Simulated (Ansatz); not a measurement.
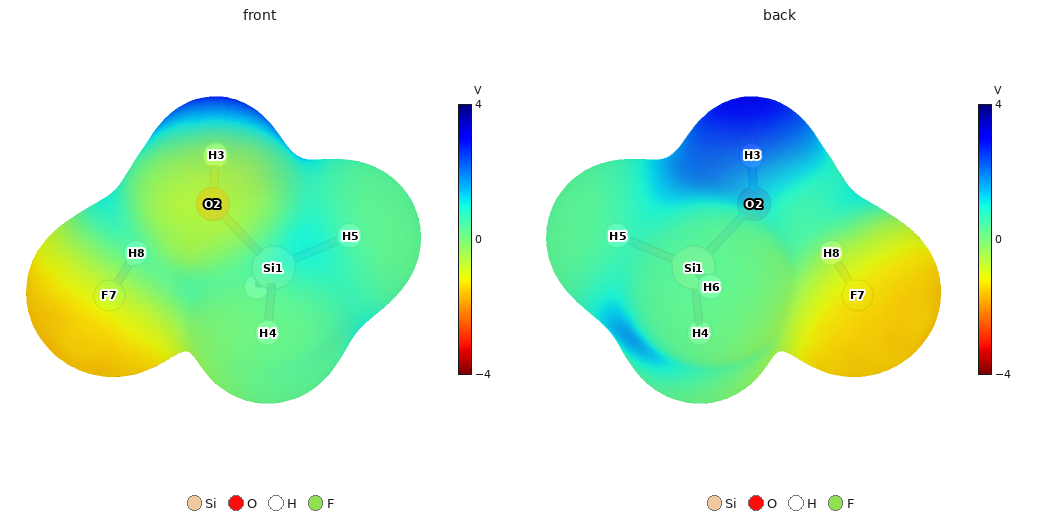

Figure 1: H₄OSi···HF. The molecular electrostatic potential painted on the density surface at 0.002 e/bohr³, seen from the front and from behind; red is negative and blue positive.

These are results of RKS PBE-D4/def2-SVP (Ansatz), not measurements.

```tsv
atom	x (Å)	y (Å)	z (Å)
Si	-0.1448	0.1529	-0.0341
O	-0.0021	-0.0305	1.6639
H	-0.8426	-0.0218	2.1558
H	1.2495	0.3151	-0.5405
H	-0.9504	1.3946	-0.3102
H	-0.8374	-1.0192	-0.6660
F	1.3548	-2.1523	1.2365
H	0.9138	-1.4244	1.6715
```

Which sites attract a positive test charge, and which a negative one?

Answer. A positive charge is drawn to the negative regions and a negative charge to the positive ones. The most negative region (about −1.6 V) lies over F7, the most positive (about +3.0 V) over H3.
